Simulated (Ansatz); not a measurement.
**O₂ (triplet): trial inputs and their diagnosis**

3 inputs are run for O₂ (triplet) as typed; the log has to tell whether the result can be used and what must change.

Program: Ansatz 0.2.0, Gaussian basis. Level of theory: the settings change from run to run. These are calculated values, not measurements.

13 further runs of the same task are left out: 3 that didn't finish, 10 set aside as unsound or not needed.

## 1. The system

The geometry is a PBE0/def2-TZVP stationary point (not a proven minimum) of the parent state, kept for this charge and spin.

2 atoms, charge 0, spin multiplicity 3.

Atoms are counted from 1 here; the program's logs count them from 0.

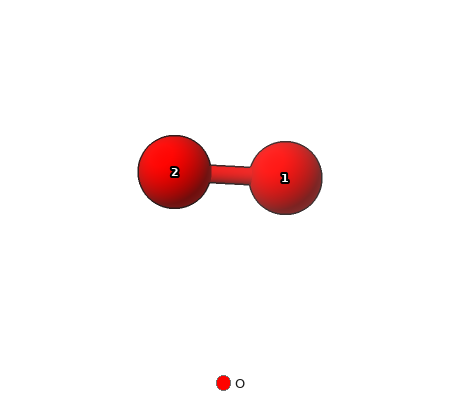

The geometry (oxygen red); atoms are numbered from 1 in the order of the file.

Geometry (Å):

```xyz
2
O2
O     0.0000    0.0000    0.0000
O     0.0000    0.0000    1.1930
```

## 2. Attempt 1

Contents of in.yaml:

```yaml
crystal:
  periodic: [false, false, false]
  atoms:
    - {symbol: O, position_ang: [0.000000, 0.000000, 0.000000]}
    - {symbol: O, position_ang: [0.000000, 0.000000, 1.192971]}
basis:
  gaussian: {orbitals: 6-31G}
magnetization: {spin_polarized: false, initial_magnetization: 2}
correlation: {method: caspt2, electrons: valence}
accuracy: high
```

The run is started by

```bash
ansatz run in.yaml --threads 1 --pin off --events-out ev --progress --plain --max-ram 2393MiB
```

Standard output:

```text
Error: YAML parse error: error: line 9 column 23: unknown variant `caspt2`, expected one of mp2, rpa, ccsd, ccsd_t, bccd, bccd_t, ccsdt, ccsdt_q, ccsdt_q_b, ccsdtq, fci, sc_nevpt2, fic_nevpt4_sd, fic_mrcisd_q, fic_mrcisd_q_relaxed
  --> <input>:9:23
   |
 7 |   gaussian: {orbitals: 6-31G}
 8 | magnetization: {spin_polarized: false, initial_magnetization: 2}
 9 | correlation: {method: caspt2, electrons: valence}
   |                       ^ unknown variant `caspt2`, expected one of mp2, rpa, ccsd, ccsd_t, bccd, bccd_t, ccsdt, ccsdt_q, ccsdt_q_b, ccsdtq, fci, sc_nevpt2, fic_nevpt4_sd, fic_mrcisd_q, fic_mrcisd_q_relaxed
10 | accuracy: high
   |
```

It took 0.03 s on 1 thread of Arm Neoverse V1, shared host.

Diagnosis: The run was refused. The method's name isn't one that the program knows. Cure: name one from the list in the message.

## 3. Attempt 2

Contents of in.yaml:

```yaml
crystal:
  periodic: [false, false, false]
  atoms:
    - {symbol: O, position_ang: [0.000000, 0.000000, 0.000000]}
    - {symbol: O, position_ang: [0.000000, 0.000000, 1.192971]}
basis:
  gaussian: {orbitals: pcseg-2}
magnetization: {spin_polarized: false, initial_magnetization: 2}
correlation: {method: sc_nevpt2, electrons: outside_noble_gas, active_space: {window: {electrons: 4, orbitals: 4}, states: [{multiplicity: 3, irrep: 12, weights: [1]}]}}
```

Same command.

Standard output:

```text
Functional definition: HF
  name "HF"
  cite "Fock, Z. Phys. 61, 126 (1930) doi:10.1007/BF01340294"
  parent pbe
  exchange = exact_x
  correlation = 0
745 factors; integrals over basis functions are off by at most 1.8e-7 eV
mean field evaluation 1: about -4071.7848 eV, gradient 1.6e1 eV
mean field evaluation 2: about -4071.7928 eV, gradient 1.6e1 eV
mean field evaluation 4: about -4072.2930 eV, gradient 7.8e-1 eV
mean field evaluation 8: about -4072.2953 eV, gradient 6.4e-4 eV
mean field evaluation 16: about -4072.2954 eV, gradient 3.6e-2 eV
mean field evaluation 32: about -4071.2198 eV, gradient 7.7e0 eV
mean field -4072.29536832 eV, -149.6540944848 hartree, gradient 1.3e-6 eV, S^2 2.000000; 4 other end points of the search recorded, 0 dependent functions left out
reference -4072.29530538 eV, -149.6540921717 hartree; 9, 7 occupied and 51, 53 virtual orbitals, 745 factors
Error: the irrep 12 is not accepted for these orbitals, which take Ag, B3u, B2u, B1g, B1u, B2g, B3g, Au, or 1 to 8
```

Wall time 0.85 s (1 thread of Arm Neoverse V1, shared host).

What is wrong: The run stopped with an error. The symmetry label isn't in the molecule's group. To mend it, name an irrep that the log lists.

## 4. Attempt 3

Contents of in.yaml:

```yaml
crystal:
  periodic: [false, false, false]
  atoms:
    - {symbol: O, position_ang: [0.000000, 0.000000, 0.000000]}
    - {symbol: O, position_ang: [0.000000, 0.000000, 1.192971]}
basis:
  gaussian: {orbitals: aug-cc-pVDZ, point_charges: [{charge: 1.00, position_ang: [3.438, -0.601, 0.574]}]}
magnetization: {spin_polarized: false, initial_magnetization: 2}
correlation: {method: sc_nevpt2, electrons: all}
scf: {lower_state_search: off}
```

Launched as before.

Standard output:

```text
Error: this correlation method needs an active space: name one as the reference
```

Run time: 0.03 s. Hardware: 1 thread of Arm Neoverse V1, shared host.

**Diagnosis.** The run was refused. This method needs an active space and has none. Cure: add an active_space block.

## 5. Summary

```
attempt                    level                ended                                               cause    time
      1           'caspt2'/6-31G              refused  the method's name isn't one that the program knows  0.03 s
      2      NEVPT2(4,4)/pcseg-2  stopped by an error    the symmetry label isn't in the molecule's group  0.85 s
      3  'sc_nevpt2'/aug-cc-pVDZ              refused      this method needs an active space and has none  0.03 s
```

2 refused, 1 stopped by an error.
